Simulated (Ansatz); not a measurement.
# HF/3-21G run of [NH4]+ (ammonium)

What is the vertical ionisation energy of [NH4]+ (ammonium) at HF/3-21G? 

Program for the calculation: Ansatz 0.2.0.

**1. The structure to begin with**

The species is [NH4]+ (5 atoms), meant as a singlet with charge +1. As SMILES, `[NH4+]`. The shape is that of a PBE0-D4/def2-TZVP optimisation.

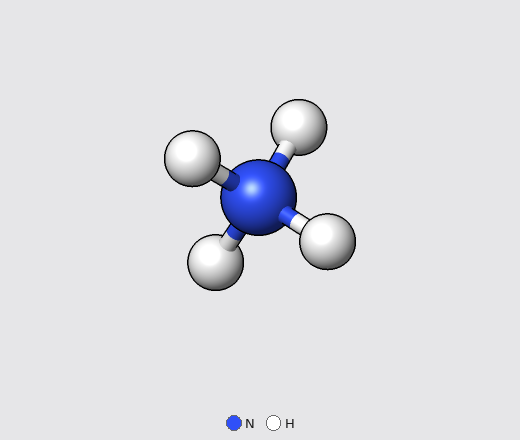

Viewed from a chosen angle; nitrogen blue, hydrogen white.

**2. A single-point energy at HF/3-21G**

Contents of input.yaml:

```yaml
crystal:
  periodic: [false, false, false]
  atoms:
    - {symbol: N, position_ang: [0.000010, 0.000010, -0.000000]}
    - {symbol: H, position_ang: [0.453330, -0.447860, 0.801010]}
    - {symbol: H, position_ang: [-0.972430, 0.216180, 0.235210]}
    - {symbol: H, position_ang: [0.023940, -0.633460, -0.803650]}
    - {symbol: H, position_ang: [0.495160, 0.865130, -0.232580]}
basis:
  gaussian:
    orbitals: 3-21G.json
total_charge: 1
magnetization:
  spin_polarized: false
  initial_magnetization: 0
hamiltonian:
  xc: hf
accuracy: high
output: {orbitals: {seedname: orbitals}}
```

The basis set 3-21G is read from a file made from the Basis Set Exchange's data (not shown).

Started as:

```
$ ansatz run input.yaml --threads 1 --pin off --max-ram 3480MiB --events-out events.jsonl --progress --plain --runs-dir runs
```

The program printed:

```text
Warning: RAYON_NUM_THREADS=1 ignored (pool sized by the plan → 1); use --threads N
Functional definition: HF
  name "HF"
  exchange = exact_x
  correlation = 0
338 factors; integrals over basis functions are off by at most 3.8e-9 eV
mean field evaluation 1: about -1527.5641 eV, gradient 3.9e1 eV
mean field evaluation 2: about -1527.5578 eV, gradient 3.9e1 eV
mean field evaluation 4: about -1530.1984 eV, gradient 1.0e0 eV
mean field evaluation 8: about -1530.2007 eV, gradient 1.2e-4 eV
mean field -1530.20072978 eV, -56.2338396120 hartree, gradient 2.8e-8 eV, S^2 0.000000; 0 other end points of the search recorded, 0 dependent functions left out
reference -1530.20072978 eV, -56.2338396120 hartree; 5, 5 occupied and 12, 12 virtual orbitals, 338 factors
Total energy: -1530.20072978 eV, -56.2338396120 hartree
```

Run time: 0.06 s. Hardware: 1 thread of Arm Neoverse V1, shared host.

**3. Doublet [NH4]2+ at the same level**

Contents of job.yaml:

```yaml
basis:
  gaussian:
    orbitals: 3-21G.json
crystal:
  periodic: [false, false, false]
  atoms:
    - {symbol: "N", position_ang: [0.000010, 0.000010, -0.000000]}
    - {symbol: H, position_ang: [0.453330, -0.447860, 0.801010]}
    - {symbol: H, position_ang: [-0.972430, 0.216180, 0.235210]}
    - {symbol: H, position_ang: [0.023940, -0.633460, -0.803650]}
    - {symbol: H, position_ang: [0.495160, 0.865130, -0.232580]}
hamiltonian:
  xc: hf
output:
  orbitals: {seedname: orbitals}
accuracy: high
total_charge: 2
magnetization:
  spin_polarized: true
  initial_magnetization: 1
```

The basis set 3-21G is read from a file made from the Basis Set Exchange's data (not shown).

Started as:

```
$ ansatz run job.yaml --threads 1 --pin off --max-ram 3480MiB --events-out events.jsonl --progress --plain --runs-dir runs
```

The program printed, shortened:

```text
Warning: RAYON_NUM_THREADS=1 ignored (pool sized by the plan → 1); use --threads N
[... 2 set-up lines as earlier in the session ...]
[...]
338 factors; integrals over basis functions are off by at most 3.8e-9 eV
[...]
mean field -1504.48788547 eV, -55.2889100124 hartree, gradient 2.3e-8 eV, S^2 0.753356; 1 other end points of the search recorded, 0 dependent functions left out
reference -1504.48788547 eV, -55.2889100124 hartree; 5, 4 occupied and 12, 13 virtual orbitals, 338 factors
Total energy: -1504.48788547 eV, -55.2889100124 hartree
```

Run time: 0.18 s. Hardware: 1 thread of Arm Neoverse V1, shared host.

**4. Outcome**

Level: HF/3-21G.

| quantity | value |
| --- | --- |
| singlet [NH4]+: total energy | -56.23384 Eh |
| singlet [NH4]+: HOMO energy | -27.26 eV |
| singlet [NH4]+: LUMO energy | -0.91 eV |
| singlet [NH4]+: HOMO–LUMO gap | 26.35 eV |
| doublet [NH4]2+: total energy | -55.28891 Eh |
| doublet [NH4]2+: HOMO energy (highest over α and β) | -38.63 eV |
| doublet [NH4]2+: LUMO energy (lowest over α and β) | -24.35 eV |
| doublet [NH4]2+: ⟨S²⟩ | 0.753 |
| vertical ionisation energy (to the doublet dication) | 25.713 eV |

**Reading.** The vertical ionisation energy comes to 25.71 eV (593 kcal/mol). The negative HOMO energy of the first species, 27.26 eV, lies 1.55 eV above that difference.
